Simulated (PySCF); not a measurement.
# C₄H₂F₄O: what the fields show

```xyz
11

O    -1.2381    0.5805    1.2747
C    -1.4150    0.5189    0.0988
C    -0.7266   -0.4924   -0.8192
F    -0.9344   -0.1142   -2.1256
C     0.7428   -0.6339   -0.5320
F     1.1874   -1.8855   -0.3431
C     1.5930    0.3870   -0.4604
F     1.2197    1.6427   -0.6281
F     2.8836    0.2984   -0.2247
H    -2.1057    1.1782   -0.4529
H    -1.2013   -1.4771   -0.6937
```

Geometry: GFN2-xTB.

The calculation used wB97X-D/def2-SVPD, SCF density, gas phase (PySCF).

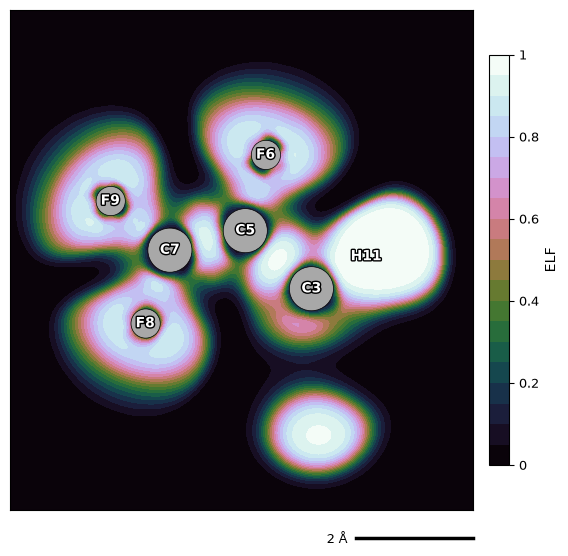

Figure 1. ELF on the plane of atoms F6, C5 and C7. Grey discs cover the atomic cores.

**What do the fields say about this system?**

- The plane passes through C, F and H nuclei.
- C–F (1.31 Å): the ELF peaks at about 0.85 between the atoms (a polar covalent bond).
- C–C (1.33 Å): the ELF peaks at about 0.90 between the atoms; a multiple bond.
- C–H (1.10 Å): the ELF climbs to about 1 towards the hydrogen, as it does in any bond to H: a covalent bond by its length.
- C–C (1.50 Å): the ELF peaks at about 0.95 between the atoms; a shared electron pair.
- The ELF also peaks beside F8, F9 and F6, away from the bonds: lone-pair regions.

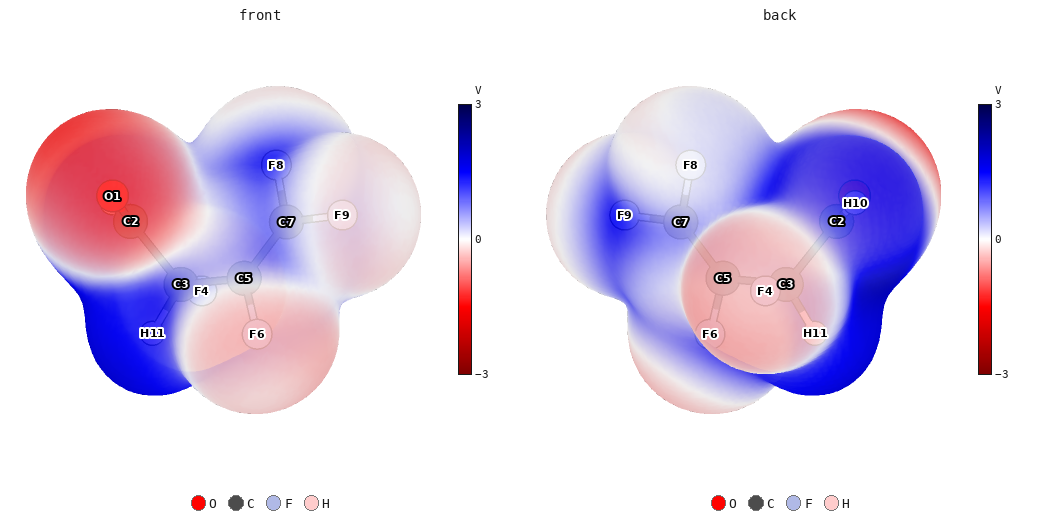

Figure 2. The molecular electrostatic potential painted on the density surface at 0.002 e/bohr³, seen from the front and from behind; the colour scale runs from red (negative) to blue (positive).

**Which sites attract a positive test charge, and which a negative one?**

A positive charge is drawn to the negative regions and a negative charge to the positive ones. The most negative region (about −1.2 V, or −28 kcal/mol for a unit charge) lies over O1, the most positive (about +2.0 V, or +46 kcal/mol for a unit charge) over the π face of C2 and C3. O1 is the likeliest acceptor of a hydrogen bond.

**What dipole moment does the calculation give?**

Its dipole moment is 1.58 D.
